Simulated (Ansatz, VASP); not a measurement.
## Cross-check of Ta2O5 between VASP and Ansatz

Wanted: the spread between two codes on one cell, functional and k mesh. Valence electrons are named where the data sets of a main pair hold unlike numbers.

Program: Ansatz 0.2.0. Level of theory: plane waves, with VASP 6.6.1 beside it; band structure at LDA. Results are calculated unless marked as measured.

## 1. Set-up

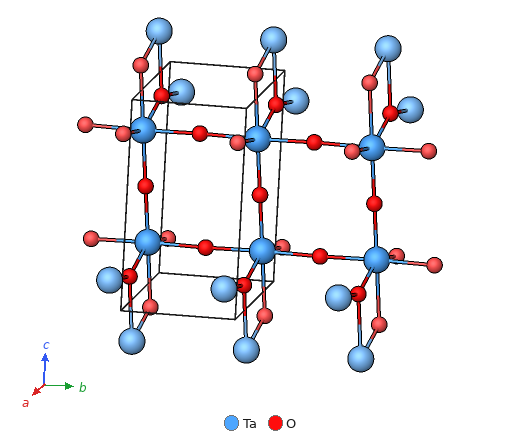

Start, viewed slightly off an axis; tantalum blue, oxygen red. 1×2×1 cells are drawn. Some periodic images of atoms are drawn too.

As a file:

```cif
data_structure
_symmetry_space_group_name_H-M 'P 1'
_symmetry_Int_Tables_number 1
_cell_length_a 3.8414
_cell_length_b 3.8627
_cell_length_c 6.7776
_cell_angle_alpha 90.000
_cell_angle_beta 105.568
_cell_angle_gamma 90.000
_cell_volume 96.88
loop_
_atom_site_label
_atom_site_type_symbol
_atom_site_fract_x
_atom_site_fract_y
_atom_site_fract_z
_atom_site_occupancy
Ta1 Ta 0.64816 0.00000 0.79208 1
Ta2 Ta 0.35184 0.00000 0.20792 1
O3 O 0.66299 0.50000 0.79935 1
O4 O 0.33701 0.50000 0.20065 1
O5 O 0.18970 0.00000 0.87165 1
O6 O 0.81030 0.00000 0.12835 1
O7 O 0.50000 0.00000 0.50000 1
```

## 2. Ansatz: band structure, LDA

Ansatz runs on its default PAW (the set named soft_2) files.

Levels along a path test the potential and the projectors away from the mesh points.

Contents of input.yaml:

```yaml
crystal:
  lattice:
    - [3.8414080139, 0.0, 0.0]
    - [0.0, 3.86271575, 0.0]
    - [-1.8189421445, 0.0, 6.5289594201]
  atoms:
    - { symbol: Ta, position: [0.6481609753, 0.0, 0.7920815962] }
    - { symbol: Ta, position: [0.3518390247, 0.0, 0.2079184038] }
    - { symbol: O, position: [0.6629904298, 0.5, 0.7993477319] }
    - { symbol: O, position: [0.3370095702, 0.5, 0.2006522681] }
    - { symbol: O, position: [0.1897033761, 0.0, 0.8716485215] }
    - { symbol: O, position: [0.8102966239, 0.0, 0.1283514785] }
    - { symbol: O, position: [0.5, 0.0, 0.5] }
hamiltonian:
  xc: lda
  pseudopotentials: { kind: paw }
kpoints:
  mp_grid: { grid: [4, 4, 2] }
  band_path:
    path:
      - [0.0, 0.0, 0.0]
      - [0.0, 0.0, 0.21429]
      - [0.0, 0.0, 0.42857]
      - [0.0, 0.0, 0.5]
      - [-0.06526, 0.0, 0.5309]
      - [-0.26106, 0.0, 0.62361]
      - [-0.45685, 0.0, 0.71632]
      - [-0.46918, 0.0, 0.65452]
      - [-0.48767, 0.0, 0.56181]
      - [-0.5, 0.0, 0.5]
      - [-0.5, 0.21429, 0.5]
      - [-0.5, 0.42857, 0.5]
      - [-0.5, 0.5, 0.5]
      - [-0.50616, 0.5, 0.4691]
      - [-0.52466, 0.5, 0.37639]
      - [-0.54315, 0.5, 0.28368]
      - [-0.53082, 0.5, 0.20263]
      - [-0.51233, 0.5, 0.08105]
      - [-0.5, 0.5, 0.0]
      - [-0.5, 0.28571, 0.0]
      - [-0.5, 0.07143, 0.0]
      - [-0.50616, 0.0, 0.04053]
      - [-0.52466, 0.0, 0.1621]
      - [-0.54315, 0.0, 0.28368]
      - [-0.32632, 0.5, 0.65452]
      - [-0.13053, 0.5, 0.56181]
      - [0.0, 0.5, 0.5]
      - [0.0, 0.5, 0.28571]
      - [0.0, 0.5, 0.07143]
      - [0.0, 0.07143, 0.5]
      - [0.0, 0.28571, 0.5]
      - [0.0, 0.5, 0.5]
    npoints: 1
scf:
  occupations: { method: gaussian, width: 0.01 }
  n_extra_bands: 9
output:
  forces: true
  stress: true
  eigenvalues: true
  write_density: true
  write_potential: true
  elf: true
  volumetric_format: npy
```

Launch:

```console
$ ansatz run input.yaml --threads 4 --pin off --max-ram 9216MiB --backend cpu --events-out ev --progress --plain --runs-dir out
```

Numbers of over 12 decimals in the logs are rounded to 6 here.

Output:

```text
scf.n_extra_bands = 9 over 28 filled bands (N_el = 56.0): the run solves 37 bands
Engine: ansatz 0.2.0, aarch64-unknown-linux-gnu
Pseudopotentials: kind: paw
Pseudopotential: Ta, paw, valence charge 13, recommended cutoff 420 eV (normal), Ta.paw.azcp
Pseudopotential: O, paw, valence charge 6, recommended cutoff 420 eV (normal), O.paw.azcp
Functional definition: SPW92
  exchange = slater_x
  correlation = pw_c
Crystal: 7 atoms, lattice volume = 96.878 Å³
Basis set: ecut = 420 eV, 1913 PW (Γ)
Bands: 37, of which v1, the nominal top of the filled ones, is band 28 counted from 1 (27 counted from 0)
Symmetry: 4 space group operations
Space group: P2/m (ITA 10), of the structure as read, at distance tolerance 4.6e-5 Å
k-points: 18 of 32
Non-local potential: Ta, projectors of the file, l = 0: 3, l = 1: 2, l = 2: 2, l = 3: 1
Non-local potential: O, projectors of the file, l = 0: 2, l = 1: 2, l = 2: 1
PAW form: soft (Blöchl's): semilocal exchange-correlation on the pseudo side does not see the compensation charge
PAW frozen core: Ta, regenerated for the run's functional, and the local potential with it (the file was generated under x = pbe(κ = 0.804, μ = 0.219515), c = pbe(β = 0.066725))
PAW frozen core: O, regenerated for the run's functional, and the local potential with it (the file was generated under x = pbe(κ = 0.804, μ = 0.219515), c = pbe(β = 0.066725))
PAW one-centre angular grid: Ta, 590 points (default); XC on 64 Gauss nodes
PAW one-centre angular grid: O, 110 points (default); XC on 64 Gauss nodes
Initial density: superposition of atomic densities (neutral atoms: chi_scale 0, normalization atom), corrected by the library's trained network
Initial wavefunctions: pseudopotential atomic-orbital guess
Functional: x = slater, c = lda
SCF iter   1: F=—  HF=-22148.954998 eV  |F-HF|=—  |Δ(HF+E_count)|=         —  Δρ=1.94e-2  dr2=3.45e-1  ethr=1.77e-3  ⟨swp⟩=5.9  Hψ=2704  notcnv=0
preconditioner: auto → Resta (q_TF=auto, 2.490 Å⁻¹)  ε∞=5.1  [insulator: Δε(μ)=1.799 eV  Ē_g=11.820 eV  σ=0.010 eV  W_gap=1.00  n_scr=26 (ndim 8)  ℏωp=23.9 eV  f_vac=0.159  D(μ)=0.00/eV (n_scr^D=0)  ε∞_Penn≈5.1]
SCF iter   2: F=—  HF=-22148.881679 eV  |F-HF|=—  |Δ(HF+E_count)|=   7.33e-2  Δρ=6.65e-3  dr2=2.39e-2  ethr=6.16e-4  ⟨swp⟩=2.0  Hψ=1170  notcnv=0  defer=43
SCF iter   3: F=—  HF=-22148.875822 eV  |F-HF|=—  |Δ(HF+E_count)|=   5.86e-3  Δρ=2.32e-3  dr2=3.22e-3  ethr=4.27e-5  ⟨swp⟩=2.0  Hψ=1055  notcnv=0  defer=43
SCF iter   4: F=—  HF=-22148.875117 eV  |F-HF|=—  |Δ(HF+E_count)|=   7.05e-4  Δρ=1.01e-3  dr2=9.15e-4  ethr=5.76e-6  ⟨swp⟩=2.2  Hψ=1058  notcnv=0  defer=43
SCF iter   5: F=—  HF=-22148.874934 eV  |F-HF|=—  |Δ(HF+E_count)|=   1.84e-4  Δρ=1.99e-4  dr2=5.94e-5  ethr=1.63e-6  ⟨swp⟩=2.0  Hψ=1056  notcnv=0  defer=43
SCF iter   6: F=—  HF=-22148.874955 eV  |F-HF|=—  |Δ(HF+E_count)|=   2.15e-5  Δρ=7.05e-5  dr2=8.42e-6  ethr=1.06e-7  ⟨swp⟩=2.5  Hψ=945  notcnv=0  defer=43
SCF iter   7: F=—  HF=-22148.874958 eV  |F-HF|=—  |Δ(HF+E_count)|=   2.71e-6  Δρ=4.31e-5  dr2=2.10e-6  ethr=1.50e-8  ⟨swp⟩=2.0  Hψ=926  notcnv=0  defer=43
SCF iter   8: F=—  HF=-22148.874958 eV  |F-HF|=—  |Δ(HF+E_count)|=   6.61e-7  Δρ=3.33e-5  dr2=9.53e-7  ethr=3.75e-9  ⟨swp⟩=2.0  Hψ=959  notcnv=0  defer=43
SCF iter   9: F=-22148.874958 eV  HF=-22148.874958 eV  |F-HF|=1.91e-9  |Δ(HF+E_count)|=   5.80e-9  Δρ=8.95e-6  dr2=8.09e-8  ethr=1.79e-10  ⟨swp⟩=12.2  Hψ=4633  notcnv=0
SCF 1 converged in 9 iterations: F = -22148.874958 eV  dr2 = 8.09e-8
  greatest PAW one-centre occupation: 1.000 electrons in one spin orbital (limit 2), on the Ta atom at site 1 (counted from 0), in its partial waves of l = 0
NSCF: frozen V_eff on 32 k-points
SCF converged after 9 iterations
Free energy (F): -22148.874958 eV
Harris-Foulkes:  -22148.874958 eV  (|F-HF|=1.91e-9)
Internal energy: -22148.874958 eV  (E = F + TS)
E sigma→0 (E₀):  -22148.874958 eV
Fermi energy:    7.771525 eV
--- Per-component energies (eV) ---
  E_band       = -565.598568
  E_kinetic    = 1593.735491
  E_local      = -4444.366380  (includes V_loc(G=0)·N_el)
  E_nonlocal   = 289.713089
  E_hartree    = 1642.026905
  E_xc         = -791.030254
  E_vxc        = -867.574473  (∫ρ·V_xc dr)
  E_paw        = -17034.408862  (= ΣΔE_a)
  E_vpaw       = -421.173797  (= ΣTr[D̂ρ^β])
  E_aug_tail   = 0.012634  (compensation charges beyond the density's cutoff)
  E_ewald      = -3405.559995
  E_core_change = 1.002413  (= ΣΔE_core)
  E_smearing   = -0.000000  (= −TS)
  E_closure    = 0.000000  (closes the sum)
  Σ components = -22148.874958   (vs F -22148.874958, Δ=0.00e0)
--- Forces (eV/Å), atoms counted from 1 ---
  atom   1  Ta    -0.03929317    -0.00000000    -0.09198646
  atom   2  Ta     0.03929317     0.00000000     0.09198646
  atom   3  O      0.02463017     0.00000000     0.02798291
  atom   4  O     -0.02463017    -0.00000000    -0.02798291
  atom   5  O      0.01286198     0.00000000     0.00140085
  atom   6  O     -0.01286198    -0.00000000    -0.00140085
  atom   7  O      0.00000000     0.00000000    -0.00000000
  max |Σ_I F_I| component: 3.47e-18 eV/Å
--- Stress (GPa, compression-positive) ---
       -5.336921       0.000000      -0.221365
        0.000000      -5.856632      -0.000000
       -0.221365      -0.000000      -6.237144
  P = ⅓ Tr σ = -5.8102 GPa (-58.102 kbar)
--- Band table (eV; the first three rows and the last of 18) ---
  k-point 0: bands = [... 24 lower, 5.7588, 5.8875, 6.0766, 6.1013, 8.8661, 9.2694, 9.4221, 10.9534, ... 5 higher]
  k-point 1: bands = [... 24 lower, 5.7625, 5.8221, 5.9067, 5.9172, 8.8255, 9.3140, 9.4002, 10.7760, ... 5 higher]
  k-point 2: bands = [... 24 lower, 4.7653, 5.2229, 5.3243, 6.0626, 10.4734, 10.8805, 10.9586, 11.0619, ... 5 higher]
  k-point 17: bands = [... 24 lower, 4.7301, 6.0101, 6.5883, 6.7175, 9.7961, 11.6072, 12.1960, 12.8220, ... 5 higher]
```

Elapsed: 2.4 s, on 4 threads of Arm Neoverse V2, shared host; peak memory 0.4 GiB; 7.2 s of CPU time.

In the SCF lines HF is the Harris–Foulkes energy and dr2 the Hartree energy of the density residual, in eV; the loop may stop once dr2 is under the threshold and the program's other checks hold. Hψ counts applications of the Hamiltonian.

## 3. VASP: band structure, LDA

The same cell, functional (in two slightly different forms), mesh and smearing now go to VASP, with its own data sets.

Lines of VASP's logs that name or quote its potential files are left out, and so is its time.

Contents of INCAR:

```
SYSTEM = Ta2O5
PREC = Accurate
ENCUT = 440
EDIFF = 1E-08
NELM = 100
ISMEAR = 0
SIGMA = 0.01
LREAL = .FALSE.
ALGO = Normal
GGA = CA
NBANDS = 35
LASPH = .TRUE.
LORBIT = 11
LWAVE = .TRUE.
LCHARG = .FALSE.
KPAR = 4
```

Contents of POSCAR:

```
Ta2O5
1.0
    3.8414080139      0.0000000000      0.0000000000
    0.0000000000      3.8627157500      0.0000000000
   -1.8189421445      0.0000000000      6.5289594201
Ta O
2 5
Direct
    0.6481609753      0.0000000000      0.7920815962
    0.3518390247      0.0000000000      0.2079184038
    0.6629904298      0.5000000000      0.7993477319
    0.3370095702      0.5000000000      0.2006522681
    0.1897033761      0.0000000000      0.8716485215
    0.8102966239      0.0000000000      0.1283514785
    0.5000000000      0.0000000000      0.5000000000
```

Contents of KPOINTS:

```
Automatic mesh
0
Gamma
4 4 2
0 0 0
```

Contents of KPOINTS_OPT:

```
Line mode
8
Line-mode
Reciprocal
  0.00000000   0.00000000   0.00000000 GAMMA
  0.00000000   0.00000000   0.50000000 Y

  0.00000000   0.00000000   0.50000000 Y
 -0.45684987   0.00000000   0.71632263 H

 -0.45684987   0.00000000   0.71632263 H
 -0.50000000   0.00000000   0.50000000 C

 -0.50000000   0.00000000   0.50000000 C
 -0.50000000   0.50000000   0.50000000 E

 -0.50000000   0.50000000   0.50000000 E
 -0.54315013   0.50000000   0.28367737 M1

 -0.54315013   0.50000000   0.28367737 M1
 -0.50000000   0.50000000   0.00000000 A

 -0.50000000   0.50000000   0.00000000 A
 -0.50000000   0.00000000   0.00000000 X

 -0.50000000   0.00000000   0.00000000 X
 -0.54315013   0.00000000   0.28367737 H1

 -0.45684987   0.50000000   0.71632263 M
  0.00000000   0.50000000   0.50000000 D

  0.00000000   0.50000000   0.50000000 D
  0.00000000   0.50000000   0.00000000 Z

  0.00000000   0.00000000   0.50000000 Y
  0.00000000   0.50000000   0.50000000 D
```

PAW data sets: Ta_sv_GW and O_GW (LDA family, release 64).

Launch:

```console
$ mpirun -np 4 vasp_std
```

Output:

```text
[banner, memory and clock lines left out]
running    4 mpi-ranks, on    1 nodes
 distrk:  each k-point on    1 cores,    4 groups
 distr:  one band on    1 cores,    1 groups

 POSCAR found type information on POSCAR TaO
 POSCAR found :  2 types and       7 ions
 LDA part: xc-table for (Slater(with rela. corr.)+CA(PZ))
 , standard interpolation
 POSCAR, INCAR and KPOINTS ok, starting setup
 FFT: planning ... GRIDC
 FFT: planning ... GRID_SOFT
 FFT: planning ... GRID
 WAVECAR not read
 entering main loop
       N       E                     dE             d eps       ncg     rms          rms(c)
DAV:   1     0.615619581518E+03    0.61562E+03   -0.30251E+04  1276   0.141E+03
DAV:   2    -0.500612157303E+02   -0.66568E+03   -0.64792E+03  1985   0.615E+02
DAV:   3    -0.954019428323E+02   -0.45341E+02   -0.45100E+02  1560   0.147E+02
DAV:   4    -0.974282777197E+02   -0.20263E+01   -0.20241E+01  2016   0.309E+01
DAV:   5    -0.974661183009E+02   -0.37841E-01   -0.37833E-01  1688   0.306E+00    0.805E+01
DAV:   6    -0.801015311963E+02    0.17365E+02   -0.85680E+01  1976   0.680E+01    0.131E+02
DAV:   7    -0.810557420331E+02   -0.95421E+00   -0.33620E+00  1778   0.123E+01    0.113E+02
DAV:   8    -0.810807831798E+02   -0.25041E-01   -0.88614E+00  1840   0.211E+01    0.191E+02
DAV:   9    -0.793982008232E+02    0.16826E+01   -0.34882E+00  1527   0.126E+01    0.238E+02
DAV:  10    -0.793818969765E+02    0.16304E-01   -0.80204E-01  1880   0.791E+00    0.170E+02
DAV:  11    -0.792799913092E+02    0.10191E+00   -0.28971E-01  1834   0.416E+00    0.411E+01
DAV:  12    -0.792710805304E+02    0.89108E-02   -0.37318E-02  1888   0.167E+00    0.103E+01
DAV:  13    -0.792699817959E+02    0.10987E-02   -0.53722E-03  1733   0.656E-01    0.603E+00
DAV:  14    -0.792699089389E+02    0.72857E-04   -0.98715E-04  1832   0.262E-01    0.491E-01
DAV:  15    -0.792699331192E+02   -0.24180E-04   -0.57868E-05  1888   0.681E-02    0.250E-02
DAV:  16    -0.792699422105E+02   -0.90912E-05   -0.21383E-05  1800   0.293E-02    0.224E-01
DAV:  17    -0.792699412153E+02    0.99512E-06   -0.67132E-06  1800   0.190E-02    0.130E-02
DAV:  18    -0.792699415239E+02   -0.30856E-06   -0.42725E-07  1672   0.398E-03    0.228E-03
DAV:  19    -0.792699415842E+02   -0.60335E-07   -0.16110E-07  1768   0.312E-03    0.103E-02
DAV:  20    -0.792699415831E+02    0.11596E-08   -0.31557E-08  1192   0.148E-03
   1 F= -.79269942E+02 E0= -.79269942E+02  d E =-.705443-121
 Start KPOINTS_OPT (optional k-point list driver)
k-point batch [1-18\88]
       N       E                     dE             ncg
DAV:   1    -0.164166475980E+04   -0.13574E+05     1276
DAV:   2    -0.131798420565E+05   -0.11538E+05     1928
DAV:   3    -0.140708787756E+05   -0.89104E+03     1744
DAV:   4    -0.141118962277E+05   -0.41017E+02     2064
DAV:   5    -0.141128518609E+05   -0.95563E+00     1805
DAV:   6    -0.141128740110E+05   -0.22150E-01     2040
DAV:   7    -0.141128743480E+05   -0.33693E-03     1925
DAV:   8    -0.141128743563E+05   -0.83538E-05     2008
DAV:   9    -0.141128743565E+05   -0.21784E-06     1624
DAV:  10    -0.141128743566E+05   -0.25402E-07     1272
DAV:  11    -0.141128743566E+05   -0.21391E-08     1168
[...]
k-point batch [73-88\88]
       N       E                     dE             ncg
DAV:   1     0.130033598096E+04   -0.20709E+05     1128
DAV:   2    -0.915943556458E+04   -0.10460E+05     1752
DAV:   3    -0.989397327419E+04   -0.73454E+03     1512
DAV:   4    -0.993176286548E+04   -0.37790E+02     1896
DAV:   5    -0.993240624933E+04   -0.64338E+00     1568
DAV:   6    -0.993242139522E+04   -0.15146E-01     1800
DAV:   7    -0.993242159253E+04   -0.19732E-03     1608
DAV:   8    -0.993242160124E+04   -0.87082E-05     1840
DAV:   9    -0.993242160136E+04   -0.11953E-06     1440
DAV:  10    -0.993242160137E+04   -0.95715E-08     1120
 writing wavefunctions
```

(Continued in part 2 of 2.)

[Lines on the potential files, build, host, timing and source positions are cut from VASP's logs without a mark.]

[Logs are printed without paths, hosts, clocks, repeated set-up lines and the standing remarks that a program may print on its own settings, such as how far it seeks lower states.]

[Hosts, paths, dates, database ids (printed as entryN), source tags and the programs' standing remarks are cut or masked in the printed files.]
